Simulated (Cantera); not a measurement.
Input: 1 mol SiH₂Cl₂, 0.033 mol C₂H₄, 120 mol H₂, 0.028 mol C₃H₈, held at 0.00110 bar.

These are equilibrium values from Cantera (NASA tables, ideal gas, pure condensed phases), not measurements of a reactor. Candidate condensed phases: C, C₆H₆, C₇H₈, C₈H₁₈, Si, SiC; 109 gas species. Mutual solubility and eutectic melting of coexisting phases are not modelled. The tables' values for SiCl are old estimates; treat these amounts as uncertain. Gases not in the tables: Si₂H₆ and higher silanes. Rates play no part.

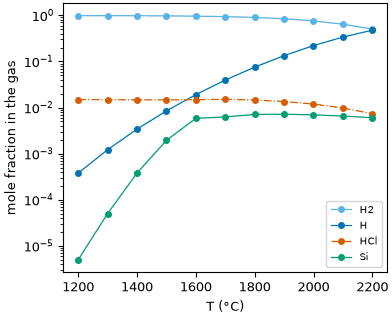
Equilibrium gas composition (values under 1e-9 drawn at 1e-9)

From 1200 °C to 1400 °C the condensed part is Si(s) + SiC(s). At 1500 °C the condensed part is Si(l) + SiC(s). From 1600 °C to 1700 °C the condensed part is SiC(s). From 1800 °C to 2200 °C nothing is condensed. The main Si-bearing gas is SiCl₂ at 1200 °C and Si at 2200 °C.
